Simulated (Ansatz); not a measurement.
The reference is MgS in the rock salt structure (space group Fm-3m, No. 225; a = 5.1551 Å).

Now apply this change: a hydrostatic pressure of 3 GPa.

Method: PBE-D3(BJ) (Ansatz, a program for electronic structure; PAW; 420 eV plane waves; without spin-orbit coupling).

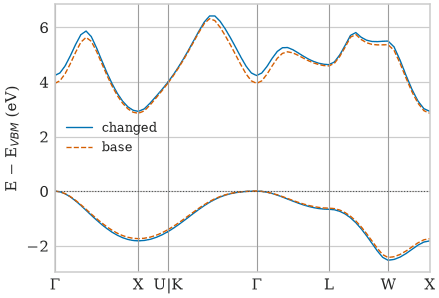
Fig. 1. Highest valence and lowest conduction band along the path, each from its own valence-band maximum

The gap is 2.92 eV, indirect, Γ → X; the base has 2.85 eV.

Load acts through the strain it causes; cell and atoms are relaxed under it. Stability against distortions was not tested. The base started in Pnma and relaxed to Fm-3m at this level.
